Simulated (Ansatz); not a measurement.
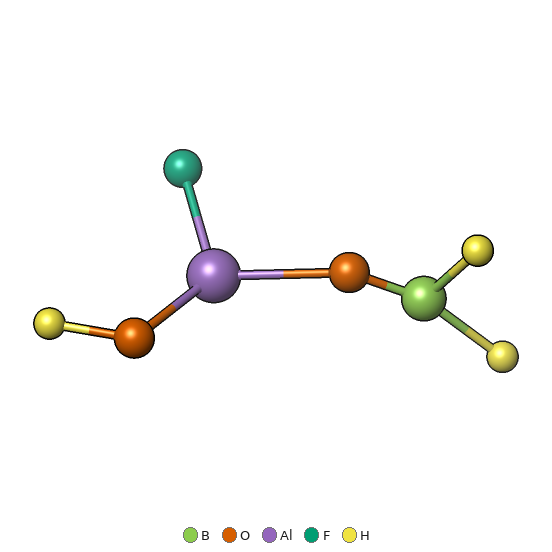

Starting geometry of the run.

The calculation was set up as follows.

```yaml
crystal:
  periodic: [false, false, false]
  atoms:
    - {symbol: B, position_ang: [0.161307, 1.708883, -0.229484]}
    - {symbol: O, position_ang: [-0.204723, 0.725566, -0.169586]}
    - {symbol: Al, position_ang: [0.331841, -1.003173, -0.348718]}
    - {symbol: O, position_ang: [0.185273, -1.894007, 1.091750]}
    - {symbol: F, position_ang: [0.007932, -1.580125, -1.886152]}
    - {symbol: H, position_ang: [-0.937436, 2.336651, -0.113438]}
    - {symbol: H, position_ang: [0.963786, 2.790021, -0.158942]}
    - {symbol: H, position_ang: [0.246895, -2.998927, 0.955963]}
basis:
  gaussian: {orbitals: "6-31G*"}
total_charge: 1
magnetization: {spin_polarized: false, initial_magnetization: 1}
hamiltonian: {xc: {name: B97M-V}}
scf: {lower_state_search: full}
```

It was started with:

```sh
ansatz run in.yaml --threads 2 --pin off --events-out ev --progress --plain --max-ram 4352MiB
```

What the program printed:

```
Functional definition: B97M-V
  name "B97M-V"
  cite "Mardirossian & Head-Gordon, J. Chem. Phys. 142, 074111 (2015) doi:10.1063/1.4907719"
  cite "Becke, J. Chem. Phys. 107, 8554 (1997) doi:10.1063/1.475007"
  cite "Vydrov & Van Voorhis, J. Chem. Phys. 133, 244103 (2010) doi:10.1063/1.3521275"
  # Of w^i u^j: cxij and so on, Table III.
  parameter cx00 = 1.000
  parameter cx01 = 1.308
  parameter cx02 = 1.901
  parameter cx10 = 0.416
  parameter cx11 = 3.070
  parameter css00 = 1.000
  parameter css02 = -1.855
  parameter css10 = -5.668
  parameter css32 = -20.497
  parameter css42 = -20.364
  parameter cos00 = 1.000
  parameter cos01 = 1.573
  parameter cos03 = -6.298
  parameter cos10 = 2.535
  parameter cos32 = -6.427
  parameter b = 6.0
  parameter c = 0.01
  gx(w, u) = cx00 + cx01*u + cx02*u^2 + (cx10 + cx11*u)*w
  gss(w, u) = css00 + css02*u^2 + css10*w + (css32*w^3 + css42*w^4)*u^2
  gos(w, u) = cos00 + cos01*u + cos03*u^3 + cos10*w + cos32*w^3*u^2
  exchange = spin_sum(e_x_unif_s*gx(b97_w, b97_u_x))
  correlation = spin_sum(e_c_pw_mod_same_spin*gss(b97_w, b97_u_same))
      + integral(e_c_pw_mod_opposite_spin*gos(b97_w_opposite, b97_u_opposite)) + vv10(b, c)
879 factors; their error is unknown
mean field evaluation 1: about -14096.5309 eV, gradient 1.2e2 eV
mean field evaluation 2: about -13972.1819 eV, gradient 2.3e2 eV
mean field evaluation 4: about -14119.6022 eV, gradient 2.2e1 eV
mean field evaluation 8: about -14120.4659 eV, gradient 6.0e-1 eV
mean field evaluation 16: about -14120.4244 eV, gradient 2.9e-3 eV
mean field evaluation 32: about -14120.2669 eV, gradient 3.9e0 eV
mean field evaluation 64: about -14112.6957 eV, gradient 1.0e1 eV
mean field evaluation 96: about -13945.6237 eV, gradient 1.9e2 eV
mean field evaluation 128: about -14120.3609 eV, gradient 6.0e0 eV
mean field evaluation 160: about -14120.4681 eV, gradient 1.5e-1 eV
mean field evaluation 192: about -14120.4244 eV, gradient 4.0e-4 eV
mean field evaluation 224: about -14095.2649 eV, gradient 8.6e1 eV
mean field evaluation 256: about -14120.4674 eV, gradient 1.5e-1 eV
mean field evaluation 288: about -14120.4244 eV, gradient 3.7e-3 eV
mean field evaluation 320: about -14120.4244 eV, gradient 4.9e-5 eV
mean field -14120.42439714 eV, -518.9160254276 hartree, gradient 1.9e-5 eV, S^2 0.750000; 10 other end points of the search recorded, 0 dependent functions left out
reference -14120.42446576 eV, -518.9160279493 hartree; 23, 22 occupied and 62, 63 virtual orbitals, 879 factors
Total energy: -14120.42446576 eV, -518.9160279493 hartree
```

The calculation finished and met its thresholds.
